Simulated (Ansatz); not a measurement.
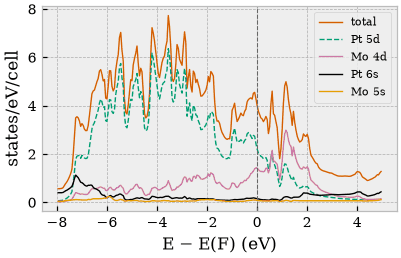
*Total and projected density of states of MoPt₃ in space group Pmm2 (No. 25; Mo on 1a, Pt on 1d, Pt on 1c, Pt on 1b), PBEsol (plane waves, PAW; program Ansatz)*

Which orbitals carry the states next to the Fermi level?

Within 0.5 eV of the Fermi level: Pt 5d 59 %, Mo 4d 32 %. Projections are on Löwdin-orthogonalised atomic valence shells; empty p or d shells of many metals are not among them.

Where is the tallest occupied peak in this window, and what makes it?

Near -3.5 eV, about 7.7 states/eV per cell; the largest projected share is Pt 5d.

The first step of the workflow began from a Materials Project structure, measured or hypothetical; the Crystallography Open Database copy checked does not list it. With Mo and Pt taken as one species the cell has the higher symmetry P6_3/mmc, so it may be an ordered model of a mixed-site phase. Whether it is the stable phase at ambient conditions was not checked. Symmetry was held in the PBEsol relaxation; whether a distortion lowers the energy is not shown. The run is not spin-polarised. Spin–orbit coupling is left out wherever it is not named.

Potentials: the later of the program's two PAW sets.
